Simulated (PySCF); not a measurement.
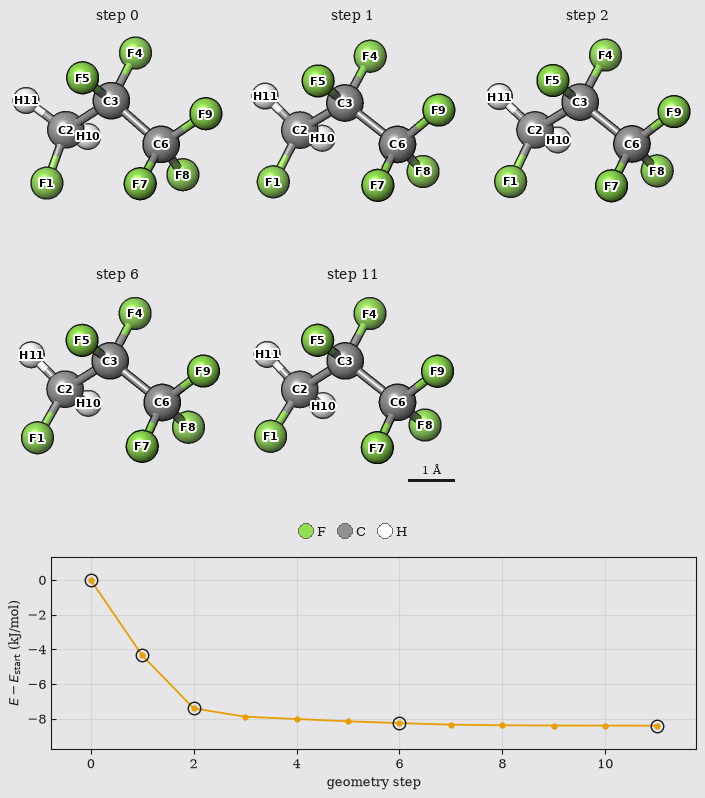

Frames of a relaxation of C$_{3}$H$_{2}$F$_{6}$, marked on the history of the run. Style: ball-and-stick. Shown at a tilt.

The start comes from GFN2-xTB. Its atoms were then displaced at random by about 0.01 Å.

Computed with PBE0-D3(BJ)/def2-TZVP geometry optimisation, gas phase in PySCF. 

What happens along the run?

Answer. The largest move after the best rigid fit is that of F1, 0.33 Å. By element the largest moves are F 0.33 Å, H 0.24 Å, C 0.05 Å. Near-neighbour distances that change, for instance: F1–C2 1.335 → 1.365 Å, C2–C3 1.541 → 1.517 Å, C2–H10 1.084 → 1.092 Å, C6–F7 1.319 → 1.325 Å. Bond angles that change, for instance: F4–C3–C6 110.7° → 107.2°, F4–C3–F5 105.7° → 108.5°, F1–C2–H11 107.3° → 109.6°. Over 11 geometry steps the energy falls by 8.39 kJ/mol. From step 0 to 1: F1 moves most (0.19 Å), energy −4.34 kJ/mol. From step 1 to 2: F1 moves most (0.08 Å), energy −3.05 kJ/mol. From step 2 to 6: F1 moves most (0.11 Å), energy −0.85 kJ/mol. From step 6 to 11: F atoms move most (0.06 Å), energy −0.15 kJ/mol.
